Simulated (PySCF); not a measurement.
C3H6O3S (SMILES C=CS(=O)(=O)OC)

Input file:

```
{"job": {"xc": "PBE0", "basis": "def2-SVPD", "nstates": 6, "ntriplets": 0, "solvent": "chloroform", "kind": "uv"}, "charge": 0, "multiplicity": 1}
C      2.473022     0.133541    -0.409798
C      1.525490     0.403291     0.457174
S      0.010122    -0.527380     0.393356
O      0.114067    -1.615825    -0.528396
O     -0.472554    -0.810035     1.709251
O     -0.912931     0.635741    -0.264035
C     -2.253427     0.228065    -0.464473
H      2.316431    -0.656638    -1.125711
H      3.412101     0.662555    -0.442199
H      1.546076     1.152592     1.225851
H     -2.781142     1.074602    -0.900184
H     -2.281046    -0.629142    -1.141088
H     -2.700597    -0.050880     0.492397
```

Launched as:

```sh
OMP_NUM_THREADS=1 python ens_run.py task.json out
```

Geometry: GFN2-xTB.

Method: PySCF 2.14.0, PBE0/def2-SVPD, SCF density, in a chloroform solvent model.

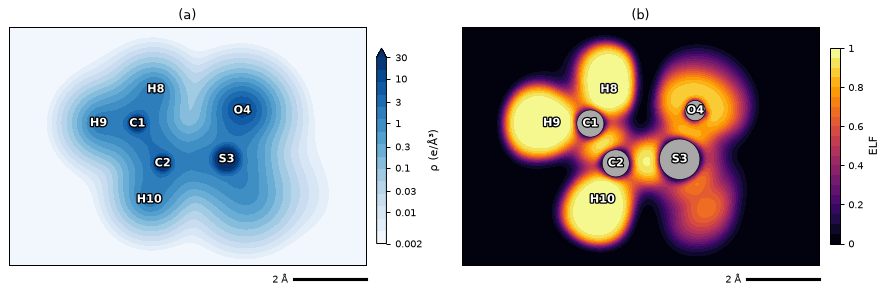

Figure 1. (a) electron density; (b) ELF on the plane of atoms C1, C2 and H10. Grey discs cover the atomic cores in the ELF map.

> Describe what can be read from this map.

Atoms in the plane: C, S, O and H. C–C (1.31 Å): ρ at the midpoint is about 2.4 e/Å³; the ELF peaks at about 0.90 between the atoms (a multiple bond). S–O (1.43 Å): ρ is about 2.4 e/Å³ halfway; the ELF peaks at about 0.85 between the atoms: a polar covalent bond. C–S (1.78 Å): ρ at the midpoint is about 1.5 e/Å³; the ELF peaks at about 0.95 between the atoms; a covalent bond. C–H (1.07 Å): ρ is about 2 e/Å³ halfway; the ELF climbs to about 1 towards the hydrogen, as it does in any bond to H; an ordinary covalent bond to hydrogen. The ELF also peaks beside O4, away from the bonds: lone-pair regions.

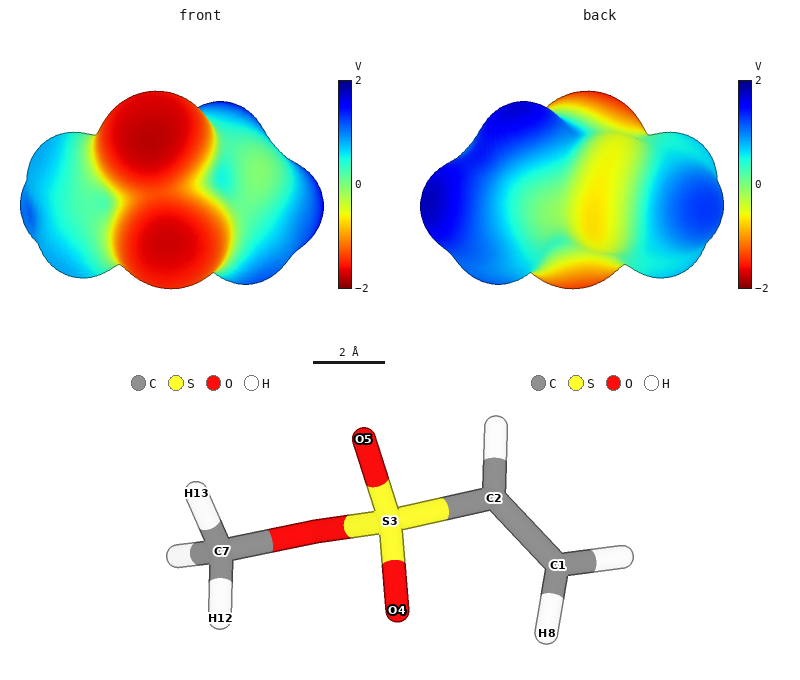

Figure 2. The electrostatic potential painted on the density surface at 0.002 e/bohr³, seen from the front and from behind; red is negative and blue positive. The bare structure is drawn below in the same view.

> Describe the electrostatic potential map.

The most negative region (about −1.8 V, or −42 kcal/mol for a unit charge) lies over O5, the most positive (about +1.8 V, or +42 kcal/mol for a unit charge) over H9. O5 is the likeliest acceptor of a hydrogen bond.

> How polar is the molecule by this calculation?

Its dipole moment is 3.86 D.
